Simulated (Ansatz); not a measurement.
WS₂ (2H-MoS2 type, space group P6_3/mmc)

```yaml
crystal:
  lattice:
    - [3.15429, 0.00000, 0.00000]
    - [-1.57715, 2.73170, 0.00000]
    - [0.00000, 0.00000, 12.14086]
  atoms:
    - { symbol: W, position: [0.33333, 0.66667, 0.25000] }
    - { symbol: W, position: [0.66667, 0.33333, 0.75000] }
    - { symbol: S, position: [0.33333, 0.66667, 0.62030] }
    - { symbol: S, position: [0.66667, 0.33333, 0.12030] }
    - { symbol: S, position: [0.66667, 0.33333, 0.37970] }
    - { symbol: S, position: [0.33333, 0.66667, 0.87970] }
```

In each cell atom 5 (S, nearest neighbour W at 2.408 Å; its periodic images, 3.2 Å or more away, move with it) moves by s·(-0.655, 0.378, -0.654) (towards the nearest neighbour), the rest being held.

Computed with PBE-D3(BJ) (plane waves to 420 eV, PAW, scalar-relativistic; Ansatz, an electronic-structure program). k mesh 10×10×3 (Γ-centred), Fermi-Dirac smearing 0.05 eV. Energies are smeared free energies. Left out: 3 of 11 points, with atoms too close for the PAW data. Spin-orbit coupling is left out, though W is heavy. The PAW data are Ansatz's earlier set. WS2 is run without spin polarisation. WS2 was relaxed with its symmetry unable to fall. The zero of ΔE is the undisplaced structure.

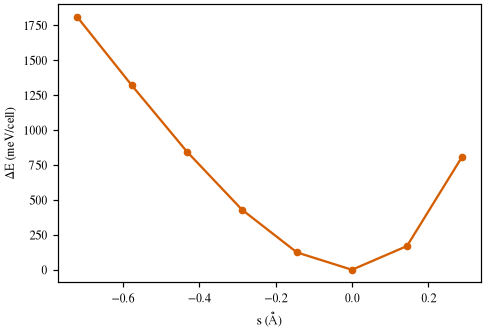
*ΔE (meV/cell) against s (Å); computed points joined by lines.*

The energy at s = 0.288 Å is 807 meV/cell. The force constant k = d²E/ds² at s = 0 (finite differences) comes out as 13.9 eV/Å² and the force along the line at s = -0.720 Å is 3.43 eV/Å. Symmetry of the curve: not even: the positive side lies higher at ±0.288 Å. Harmonic estimate at the end of the scan: ½ks² = 576 meV/cell against the computed 807 meV/cell, so the well is stiffer than harmonic there.

With its periodic images moving along, the atom's site symmetry in this cell is 3m..

(A displaced cell: forces are minus the slopes of the energy, force constants its curvatures, and phonons follow from these.)
